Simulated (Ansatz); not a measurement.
# Run report: C₂H₇CdN, phonon calculation

- system: C₂H₇CdN
- method: RKS PBE0/def2-SVP (Ansatz 0.2.0)

It belongs to a series of runs on one base structure; here: vibrations at the highest image of the band. Figures and captions count atoms from 1; the log counts them from 0 in places.

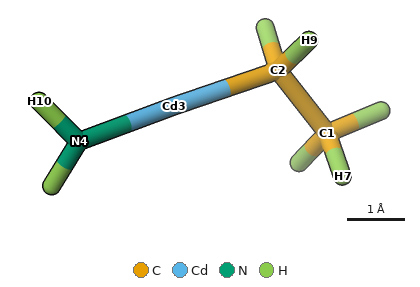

The input geometry (stick view, seen at a tilt; atoms are numbered from 1 in the order of the input). Sticks mark near contacts.

### Summary

```tsv
quantity	value
outcome	converged
total energy	−8234.4704 eV
mean-field energy	−8234.4704 eV
largest force (length of the vector)	0.035 eV/Å
hardware	2 threads of Arm Neoverse V1, 24 GiB of memory available, shared host
wall time	2.4 min (CPU time 4.8 min)
peak memory	0.24 GiB
```

### The input
```yaml
crystal:
  periodic: [false, false, false]
  atoms:
    - { symbol: C, position_ang: [-0.95375, 1.403858, 0.920672] }
    - { symbol: C, position_ang: [-0.688636, -0.099713, 0.933621] }
    - { symbol: Cd, position_ang: [0.628344, -0.804615, -0.563186] }
    - { symbol: "N", position_ang: [1.996013, -1.442613, -1.897277] }
    - { symbol: H, position_ang: [-1.41822, 1.736126, -0.02187] }
    - { symbol: H, position_ang: [-1.637936, 1.705071, 1.733941] }
    - { symbol: H, position_ang: [-0.030426, 1.991529, 1.049674] }
    - { symbol: H, position_ang: [-1.633582, -0.65659, 0.824577] }
    - { symbol: H, position_ang: [-0.266199, -0.406214, 1.905595] }
    - { symbol: H, position_ang: [2.012488, -2.444089, -2.079681] }
    - { symbol: H, position_ang: [1.991883, -0.982729, -2.806065] }
basis:
  gaussian: { orbitals: def2-SVP }
hamiltonian:
  xc: pbe0
phonons: {}
```

Launch command:
```bash
ansatz run input.yaml --threads 2 --pin off --max-ram 3072MiB --backend cpu --events-out ev --progress --plain --runs-dir out
```

### The program's output
```
Engine: ansatz 0.2.0, aarch64-unknown-linux-gnu
Functional definition: PBE0
  parameter a = 0.25
  parameter kappa = 0.804
  parameter beta = 0.06672455060314922
  exchange = (1 - a)*pbe_x(kappa = kappa, mu = beta*pi^2/3) + a*exact_x
  correlation = pbe_c(beta = beta)
1212 factors; integrals over basis functions are off by at most 3.5e-4 eV
mean field evaluation 1: about -8221.7593 eV, gradient 7.3e1 eV
mean field evaluation 2: about -8194.5001 eV, gradient 1.2e2 eV
mean field evaluation 4: about -8234.1810 eV, gradient 9.0e0 eV
mean field evaluation 8: about -8234.4689 eV, gradient 7.2e-1 eV
mean field evaluation 16: about -8234.4703 eV, gradient 2.4e-5 eV
mean field -8234.47031621 eV, -302.6112025963 hartree, gradient 2.6e-5 eV, S^2 0.000000; 0 other end points of the search recorded, 0 dependent functions left out
the calculation of the forces begins
reference -8234.47035058 eV, -302.6112038595 hartree; 23, 23 occupied and 85, 85 virtual orbitals, 1212 factors
these checks for a lower state are left out or cut short: stability, starts, cluster_reference, orbital_swaps, neighbouring_geometries, increment
1212 factors; integrals over basis functions are off by at most 3.5e-4 eV
mean field -8234.47015191 eV, -302.6111965582 hartree, gradient 2.3e-6 eV, S^2 0.000000; 0 other end points of the search recorded, 0 dependent functions left out
[... from here on the field's lines of each further geometry are left out, up to the last ...]
the calculation of the forces begins
reference -8234.47027361 eV, -302.6112010306 hartree; 23, 23 occupied and 85, 85 virtual orbitals, 1212 factors
these checks for a lower state are left out or cut short: stability, starts, cluster_reference, orbital_swaps, neighbouring_geometries, increment
1212 factors; integrals over basis functions are off by at most 3.6e-4 eV
mean field -8234.47016954 eV, -302.6111972063 hartree, gradient 1.3e-6 eV, S^2 0.000000; 0 other end points of the search recorded, 0 dependent functions left out
the calculation of the forces begins
reference -8234.47020392 eV, -302.6111984696 hartree; 23, 23 occupied and 85, 85 virtual orbitals, 1212 factors
WARN: phonons: modes at or below zero, which the zero-point energy, F, S and C_V leave out: 1, the lowest at -59.95 cm⁻¹. A minimum has none, and a first-order saddle one
Total energy: -8234.47035058 eV, -302.6112038595 hartree
Atom 0 at    -0.953750     1.403858     0.920672 Å, force     0.002803    -0.009670    -0.000715 eV/Å
Atom 1 at    -0.688636    -0.099713     0.933621 Å, force     0.017077     0.023797     0.019204 eV/Å
Atom 2 at     0.628344    -0.804615    -0.563186 Å, force    -0.008036    -0.008523    -0.019788 eV/Å
Atom 3 at     1.996013    -1.442613    -1.897277 Å, force     0.010344     0.012252    -0.007353 eV/Å
Atom 4 at    -1.418220     1.736126    -0.021870 Å, force     0.010608     0.009014     0.001479 eV/Å
Atom 5 at    -1.637936     1.705071     1.733941 Å, force    -0.000509    -0.005052    -0.000143 eV/Å
Atom 6 at    -0.030426     1.991529     1.049674 Å, force    -0.009740     0.003366    -0.005163 eV/Å
Atom 7 at    -1.633582    -0.656590     0.824577 Å, force    -0.006957    -0.014643    -0.000560 eV/Å
Atom 8 at    -0.266199    -0.406214     1.905595 Å, force    -0.007846     0.000247    -0.002878 eV/Å
Atom 9 at     2.012488    -2.444089    -2.079681 Å, force    -0.001462    -0.012640     0.001788 eV/Å
Atom 10 at     1.991883    -0.982729    -2.806065 Å, force    -0.006281     0.001851     0.014130 eV/Å
Dipole moment:    -0.205659    -0.046672    -0.065562 e Å
Vibrations: -59.95 100.18 119.99 231.80 248.10 425.05 485.45 595.12 636.29 712.20 940.22 968.40 1051.97 1197.92 1246.19 1391.35 1439.02 1470.75 1478.03 1533.11 3031.48 3063.74 3110.08 3115.76 3137.07 3551.28 3646.38 cm⁻¹, zero-point energy 2.413161 eV
```

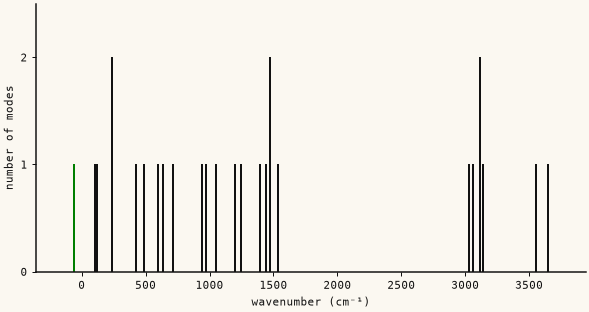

Harmonic vibrational wavenumbers from the force constants; neighbouring modes closer than 17 cm⁻¹ are counted in one stick, and imaginary ones are drawn at negative wavenumbers. 27 modes from 60i to 3646 cm⁻¹, 1 imaginary beyond 8i (60i cm⁻¹): not a clean minimum; so soft a mode can be a shallow saddle, an incomplete relaxation or noise of the force constants.
